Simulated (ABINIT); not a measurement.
# CdH2O2 (P-3m1): changed settings of a GW run in ABINIT

A base run on CdH2O2 (P-3m1), then changed inputs.

Calculated with ABINIT 10.8.3; PBEsol and many-body steps on it, plane waves.

## (1) Set-up

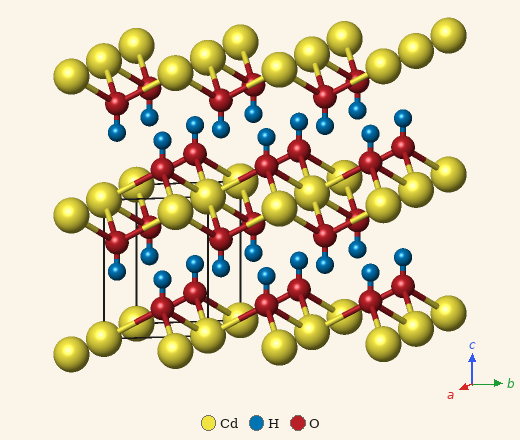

Start, viewed slightly off an axis; cadmium yellow, hydrogen blue, oxygen red. 2×3×2 cells are drawn. Bonds to atoms that aren't drawn are left out. Some periodic images of atoms are drawn too.

Structure file:

```cif
data_structure
_symmetry_space_group_name_H-M 'P 1'
_symmetry_Int_Tables_number 1
_cell_length_a 3.5155
_cell_length_b 3.5155
_cell_length_c 4.6430
_cell_angle_alpha 90.000
_cell_angle_beta 90.000
_cell_angle_gamma 120.000
_cell_volume 49.69
loop_
_atom_site_label
_atom_site_type_symbol
_atom_site_fract_x
_atom_site_fract_y
_atom_site_fract_z
_atom_site_occupancy
Cd1 Cd 0.00000 0.00000 0.00000 1
H2 H 0.66667 0.33333 0.55096 1
H3 H 0.33333 0.66667 0.44904 1
O4 O 0.66667 0.33333 0.75937 1
O5 O 0.33333 0.66667 0.24063 1
```

The cell and positions are those that the Materials Project relaxed with its own functionals (PBE, PBE+U or r2SCAN), kept fixed.

## (2) Screening, 3×3×2 mesh, 54 bands, screening to 122.5 eV

This step: ABINIT 10.8.3; RPA screening on PBEsol, plane waves, norm-conserving pseudopotentials.

The RPA dielectric matrix is built and inverted for each q.

File run.abi:

```
acell 3*1.0 Angstrom
rprim 
  3.515525964753 0.000000000011 0.000000000000
  -1.757762982386 3.044534793135 0.000000000000
  0.000000000000 0.000000000000 4.642979290000
ntypat 3
znucl 48 1 8
natom 5
typat 1 2 2 3 3
xred 
  0.000000000000 0.000000000000 0.000000000000
  0.666666666667 0.333333333333 0.550960720000
  0.333333333333 0.666666666667 0.449039280000
  0.666666666667 0.333333333333 0.759372000000
  0.333333333333 0.666666666667 0.240628000000
pp_dirpath "pseudos"
pseudos "Cd.upf, H.upf, O.upf"
ecut 47
ngkpt 3 3 2
nshiftk 1
shiftk 0 0 0
kptopt 1
chksymbreak 0
istwfk *1
occopt 1
irdwfk 1
optdriver 3
nband 54
ecuteps 4.5
inclvkb 2
awtr 1
symchi 1
indata_prefix "in"
outdata_prefix "out"
tmpdata_prefix "tmp"
```

Started as:

```
$ OMP_NUM_THREADS=1 mpirun -n 4 abinit run.abi > log
```

What it wrote:

```text
.Version 10.8.3 of ABINIT. v10.8.2 released Aug 2026.

 Symmetries : space group P-3 m 1 (#164); Bravais hP (primitive hexag.)
[... echo of the input left out ...]
== DATASET  1 ==================================================================
-   mpi_nproc: 4, omp_nthreads: 1 (-1 if OMP is not activated)

--- !DatasetInfo
iteration_state: {dtset: 1, }
dimensions: {natom: 5, nkpt: 6, mband: 54, nsppol: 1, nspinor: 1, nspden: 1, mpw: 5160, }
cutoff_energies: {ecut:  47.0, pawecutdg:  -1.0, }
electrons: {nelect:   3.40000000E+01, charge:   0.00000000E+00, occopt:   1.00000000E+00, tsmear:   1.00000000E-02, }

 SCREENING: Calculation of the susceptibility and dielectric matrices

 Based on a program developped by R.W. Godby, V. Olevano, G. Onida, and L. Reining.
 Incorporated in ABINIT by V. Olevano, G.-M. Rignanese, and M. Torrent.
.Using double precision arithmetic ; gwpc =  8

[... cell and pseudopotentials left out ...]
--------------------------------------------------------------------------------

 ==== K-mesh for the wavefunctions ====
 Number of points in the irreducible wedge :     6
[... list of points left out ...]
 Together with 12 symmetry operations and time-reversal symmetry
 yields    18 points in the full Brillouin Zone.

 ==== Q-mesh for the screening function ====
 Number of points in the irreducible wedge :     6
[... list of points left out ...]
 Together with 12 symmetry operations and time-reversal symmetry
 yields    18 points in the full Brillouin Zone.

 setmesh: FFT mesh size selected  =    24x   24x   36
          total number of points  =        20736

 vcoul_init : cutoff-mode = AUXILIARY_FUNCTION
 q-points for optical limit:   1
     1)      0.000010    0.000020    0.000030

- screening: taking advantage of time-reversal symmetry
- Maximum band index for partially occupied states nbvw = 17
- Remaining bands to be divided among processors   nbcw = 37
- Number of bands treated by each node ~9

 Number of electrons calculated from density =   34.0000; Expected =   34.0000
 average of density, n =  0.101385
 r_s =    1.3304
 omega_plasma =   30.7145 [eV]

 calculating chi0 at frequencies [eV] :
  1    0.000000E+00    0.000000E+00
  2    0.000000E+00    3.071445E+01

--------------------------------------------------------------------------------
  q-point number  1        q = ( 0.000000, 0.000000, 0.000000) [r.l.u.]
--------------------------------------------------------------------------------
[... chi0 elements left out ...]
 For q-point:  0.000010 0.000020 0.000030
  dielectric constant =   3.9061
  dielectric constant without local fields =   4.1371

  Average fulfillment of the sum rule on Im[epsilon] for q-point    1 :     35.47  [%]
[... wings left out ...]
  q-point number  2        q = ( 0.333333, 0.000000, 0.000000) [r.l.u.]
--------------------------------------------------------------------------------
[... chi0 elements left out ...]
  Average fulfillment of the sum rule on Im[epsilon] for q-point    2 :     44.73  [%]

 [... 4 further q-points ...]
```

Run time: 9.1 s. Hardware: 4 MPI ranks of Arm Neoverse V1, shared host; peak memory 0.66 GiB.

Numbers from this step:

```yaml
eps_infinity_with_local_fields_on_this_mesh_along_the_program_s_q_direction: 3.906
the_same_without_local_fields: 4.137
plasma_frequency: 30.71 eV
plane_waves_in_the_screening_matrix: 159
```

Local fields lower ε∞ by 6 %. On a Γ-centred mesh this coarse the value itself is usually too large, while a short band sum pulls it down.

## (3) Base

The self-energy is evaluated for the states that the input lists, and the levels follow from it, in one-shot runs by the linearised quasiparticle equation.

This step: G0W0 on PBEsol, plane waves, norm-conserving pseudopotentials.

Changes to run.abi since step 2:

```diff
@@ -26,8 +26,17 @@
 irdwfk 1
-optdriver 3
+optdriver 4
 nband 54
+gwcalctyp 0
+ecutsigx 47
+symsigma 1
+nkptgw 2
+kptgw 
+  0.0000000000 0.0000000000 0.5000000000
+  0.0000000000 0.0000000000 0.0000000000
+bdgw 
+  16 19
+  16 19
 ecuteps 4.5
-inclvkb 2
-awtr 1
-symchi 1
+irdscr 1
+ppmodel 1
 indata_prefix "in"
```

What it wrote:

```text
.Version 10.8.3 of ABINIT. v10.8.2 released Aug 2026.

 Symmetries : space group P-3 m 1 (#164); Bravais hP (primitive hexag.)
[... echo of the input left out ...]
== DATASET  1 ==================================================================
-   mpi_nproc: 4, omp_nthreads: 1 (-1 if OMP is not activated)

--- !DatasetInfo
iteration_state: {dtset: 1, }
dimensions: {natom: 5, nkpt: 6, mband: 54, nsppol: 1, nspinor: 1, nspden: 1, mpw: 5160, }
cutoff_energies: {ecut:  47.0, pawecutdg:  -1.0, }
electrons: {nelect:   3.40000000E+01, charge:   0.00000000E+00, occopt:   1.00000000E+00, tsmear:   1.00000000E-02, }

 SIGMA: Calculation of the GW corrections

 Based on a program developped by R.W. Godby, V. Olevano, G. Onida, and L. Reining.
 Incorporated in ABINIT by V. Olevano, G.-M. Rignanese, and M. Torrent.
.Using double precision arithmetic ; gwpc =  8

[... cell and pseudopotentials left out ...]
--------------------------------------------------------------------------------

 ==== K-mesh for the wavefunctions ====
 Number of points in the irreducible wedge :     6
[... list of points left out ...]
 Together with 12 symmetry operations and time-reversal symmetry
 yields    18 points in the full Brillouin Zone.

 ==== Q-mesh for screening function ====
 Number of points in the irreducible wedge :     6
[... list of points left out ...]
 Together with 12 symmetry operations and time-reversal symmetry
 yields    18 points in the full Brillouin Zone.

 vcoul_init : cutoff-mode = AUXILIARY_FUNCTION
 q-points for optical limit:   1
     1)      0.000010    0.000020    0.000030
 setmesh: FFT mesh size selected  =    36x   36x   60
          total number of points  =        77760

 Number of electrons calculated from density =   34.0000; Expected =   34.0000
 average of density, n =  0.101385
 r_s =    1.3304
 omega_plasma =   30.7145 [eV]

 === KS Band Gaps ===
  >>>> For spin  1
   Minimum direct gap =   1.9829 [eV], located at k-point      :   0.0000  0.0000  0.0000
   Fundamental gap    =   1.7039 [eV], Top of valence bands at :   0.0000  0.0000  0.5000
                                       Bottom of conduction at :   0.0000  0.0000  0.0000
 SIGMA fundamental parameters:
 PLASMON POLE MODEL  1
 number of plane-waves for SigmaX                 5133
 number of plane-waves for SigmaC and W            159
 number of plane-waves for wavefunctions          5133
 number of bands                                    54
 number of independent spin polarizations            1
 number of spinorial components                      1
 number of k-points in IBZ                           6
 number of q-points in IBZ                           6
 number of symmetry operations                      12
 number of k-points in BZ                           18
 number of q-points in BZ                           18
 number of frequencies for dSigma/dE                 9
 frequency step for dSigma/dE [eV]                0.25
 number of omega for Sigma on real axis              0
 max omega for Sigma on real axis  [eV]           0.00
 zcut for avoiding poles [eV]                     0.10

 EPSILON^-1 parameters (SCR file):
 dimension of the eps^-1 matrix on file            159
 dimension of the eps^-1 matrix used               159
 number of plane-waves for wavefunctions          5133
 number of bands                                    54
 number of q-points in IBZ                           6
 number of frequencies                               2
 number of real frequencies                          1
 number of imag frequencies                          1

 matrix elements of self-energy operator (all in [eV])

 Perturbative Calculation

--- !SelfEnergy_ee
iteration_state: {dtset: 1, }
kpoint     : [   0.000,    0.000,    0.500, ]
spin       : 1
KS_gap     :    4.351
QP_gap     :    6.020
Delta_QP_KS:    1.669
data: !SigmaeeData |
     Band     E0 <VxcDFT>   SigX SigC(E0)      Z dSigC/dE  Sig(E)    E-E0       E
       16   3.042 -21.600 -27.187   4.944   0.794  -0.260 -22.111  -0.510   2.531
       17   3.042 -21.600 -27.187   4.944   0.794  -0.260 -22.111  -0.510   2.531
       18   7.393 -10.891  -6.212  -3.314   0.849  -0.178  -9.732   1.158   8.551
       19   7.401 -15.175 -10.155  -3.014   0.834  -0.198 -13.501   1.674   9.075

--- !SelfEnergy_ee
iteration_state: {dtset: 1, }
kpoint     : [   0.000,    0.000,    0.000, ]
spin       : 1
KS_gap     :    1.983
QP_gap     :    3.693
Delta_QP_KS:    1.710
data: !SigmaeeData |
     Band     E0 <VxcDFT>   SigX SigC(E0)      Z dSigC/dE  Sig(E)    E-E0       E
       16   2.763 -21.231 -26.899   4.940   0.794  -0.260 -21.808  -0.577   2.185
       17   2.763 -21.231 -26.899   4.940   0.794  -0.260 -21.808  -0.577   2.185
       18   4.745 -12.230  -7.885  -3.008   0.847  -0.181 -11.098   1.133   5.878
       19   9.234  -9.581  -4.726  -3.476   0.856  -0.168  -8.400   1.181  10.415

== END DATASET(S) ==============================================================
================================================================================

 -outvars: echo values of variables after computation  --------
           etotal      0.0000000000E+00
            nband          54
             nkpt           6
          spgroup         164
 [... the other variables as echoed above ...]

 Calculation completed.
```

Elapsed: 4 s, on 4 MPI ranks; peak memory 0.55 GiB; 16 s of CPU time.

Numbers from this step:

```
G0W0 gap on the points computed              : 3.347 eV
starting gap on the mesh                     : 1.704 eV
k of the valence top                         : 0, 0, 0.5
k of the conduction bottom                   : 0, 0, 0
Z at the valence top                         : 0.794
Z at the conduction bottom                   : 0.847
least direct G0W0 gap on the computed points : 3.693 eV
```

The gap on the mesh goes from 1.70 eV to 3.35 eV, a correction of +1.64 eV.

## (4) Coulomb singularity

Changes to run.abi since step 3:

```diff
@@ -41,2 +41,3 @@
 ppmodel 1
+gw_icutcoul 7
 indata_prefix "in"
```

What it wrote:

```text
.Version 10.8.3 of ABINIT. v10.8.2 released Aug 2026.

 Symmetries : space group P-3 m 1 (#164); Bravais hP (primitive hexag.)
[... echo of the input left out ...]
== DATASET  1 ==================================================================
-   mpi_nproc: 4, omp_nthreads: 1 (-1 if OMP is not activated)

--- !DatasetInfo
iteration_state: {dtset: 1, }
dimensions: {natom: 5, nkpt: 6, mband: 54, nsppol: 1, nspinor: 1, nspden: 1, mpw: 5160, }
cutoff_energies: {ecut:  47.0, pawecutdg:  -1.0, }
electrons: {nelect:   3.40000000E+01, charge:   0.00000000E+00, occopt:   1.00000000E+00, tsmear:   1.00000000E-02, }

 SIGMA: Calculation of the GW corrections

 Based on a program developped by R.W. Godby, V. Olevano, G. Onida, and L. Reining.
 Incorporated in ABINIT by V. Olevano, G.-M. Rignanese, and M. Torrent.
.Using double precision arithmetic ; gwpc =  8

[... cell and pseudopotentials left out ...]
--------------------------------------------------------------------------------

 ==== K-mesh for the wavefunctions ====
 Number of points in the irreducible wedge :     6
[... list of points left out ...]
 Together with 12 symmetry operations and time-reversal symmetry
 yields    18 points in the full Brillouin Zone.

 ==== Q-mesh for screening function ====
 Number of points in the irreducible wedge :     6
[... list of points left out ...]
 Together with 12 symmetry operations and time-reversal symmetry
 yields    18 points in the full Brillouin Zone.

 vcoul_init : cutoff-mode = AUX_GB
 q-points for optical limit:   1
     1)      0.000010    0.000020    0.000030
 setmesh: FFT mesh size selected  =    36x   36x   60
          total number of points  =        77760

 Number of electrons calculated from density =   34.0000; Expected =   34.0000
[...]
number of omega for Sigma on real axis              0
 max omega for Sigma on real axis  [eV]           0.00
 zcut for avoiding poles [eV]                     0.10

 EPSILON^-1 parameters (SCR file):
 dimension of the eps^-1 matrix on file            159
 dimension of the eps^-1 matrix used               159
 number of plane-waves for wavefunctions          5133
 number of bands                                    54
 number of q-points in IBZ                           6
 number of frequencies                               2
 number of real frequencies                          1
 number of imag frequencies                          1

 matrix elements of self-energy operator (all in [eV])

 Perturbative Calculation

--- !SelfEnergy_ee
iteration_state: {dtset: 1, }
kpoint     : [   0.000,    0.000,    0.500, ]
spin       : 1
KS_gap     :    4.351
QP_gap     :    6.041
Delta_QP_KS:    1.690
data: !SigmaeeData |
     Band     E0 <VxcDFT>   SigX SigC(E0)      Z dSigC/dE  Sig(E)    E-E0       E
       16   3.042 -21.600 -27.322   4.994   0.792  -0.262 -22.177  -0.576   2.465
       17   3.042 -21.600 -27.322   4.994   0.792  -0.262 -22.177  -0.576   2.465
       18   7.393 -10.891  -6.212  -3.364   0.847  -0.180  -9.777   1.114   8.507
[...]
--- !SelfEnergy_ee
iteration_state: {dtset: 1, }
kpoint     : [   0.000,    0.000,    0.000, ]
spin       : 1
KS_gap     :    1.983
QP_gap     :    3.714
Delta_QP_KS:    1.731
data: !SigmaeeData |
     Band     E0 <VxcDFT>   SigX SigC(E0)      Z dSigC/dE  Sig(E)    E-E0       E
[...]
18   4.745 -12.230  -7.885  -3.057   0.845  -0.183 -11.142   1.088   5.834
       19   9.234  -9.581  -4.726  -3.526   0.854  -0.171  -8.445   1.136  10.370

== END DATASET(S) ==============================================================
================================================================================

 -outvars: echo values of variables after computation  --------
           etotal      0.0000000000E+00
            nband          54
             nkpt           6
          spgroup         164
 [... the other variables as echoed above ...]

 Calculation completed.
```

Wall time 4 s (4 MPI ranks); peak memory 0.55 GiB; 16 s of CPU time.

Numbers from this step:

```yaml
g0w0_gap_on_the_points_computed: 3.369 eV
starting_gap_on_the_mesh: 1.704 eV
k_of_the_valence_top: 0, 0, 0.5
k_of_the_conduction_bottom: 0, 0, 0
z_at_the_valence_top: 0.792
z_at_the_conduction_bottom: 0.845
least_direct_g0w0_gap_on_the_computed_points: 3.715 eV
```

Against G0W0 in ABINIT (3×3×2 mesh, 54 bands, screening to 122.5 eV, Godby-Needs plasmon pole), the gap moves by +0.022 eV.

## (5) The runs together

Times are wall times on 4 MPI ranks of Arm Neoverse V1, shared host, good to a factor of about two. A run's time includes the screening step that it read.

| run | mesh | bands | screening cutoff (eV) | DFT gap (eV) | gap on the mesh (eV) | direct (eV) | ε∞ used | time |
| --- | --- | --- | --- | --- | --- | --- | --- | --- |
| base | 3×3×2 | 54 | 122.5 | 1.704 | 3.347 | 3.693 | 3.91 | 13 s |
| Coulomb singularity | 3×3×2 | 54 | 122.5 | 1.704 | 3.369 | 3.715 | 3.91 | 13 s |

## (6) What came out

```
base                : 3.347 eV
Coulomb singularity : 3.369 eV
known limits        : not at the basis limit; d shell near the gap, gap tends to lie low; no spin-orbit coupling; coarse k mesh
```

**Reading.** Coulomb singularity: +0.022 eV against base (keys changed: gw_icutcoul). Bands and cutoff are finite, so the gap is not at the basis limit. The miss can reach some tenths of an eV and take either sign; the mesh is an error of its own. In the G0W0 runs levels were corrected at 2 k points alone, so a gap called «on the mesh» is the least over those, and an edge elsewhere would be missed. The 3×3×2 mesh is coarse for this cell, which bears on the long-range parts of exchange and screening. A d shell, filled or nearly so, lies near the gap. One-shot GW converges very slowly in bands there, not always from below, and on a semilocal start the gap tends to come out low; starts rich in exact exchange can overshoot instead. The many-body steps are scalar-relativistic: spin-orbit coupling is not in them.

[Paths, hosts, dates, memory and timing lines, banners, echoed tables and standing remarks are left out of the program output.]

[Logs are printed without paths, hosts, clocks, repeated set-up lines and the standing remarks that a program may print on its own settings, such as how far it seeks lower states.]

[Runs of the session that timed out or met a known fault of the program may be left out.]

[Hosts, paths, dates, database ids (printed as entryN), source tags and the programs' standing remarks are cut or masked in the printed files.]

[G0W0 gaps are taken among the corrected bands and points alone; a level outside them can change the order at an edge.]

[Where Ansatz stands beside ABINIT at settings called matched, ABINIT's density can come from a denser mesh and the files from another edition; pairs whose starting gaps differed by over 0.03 eV were left out, so agreement reads better than it is.]
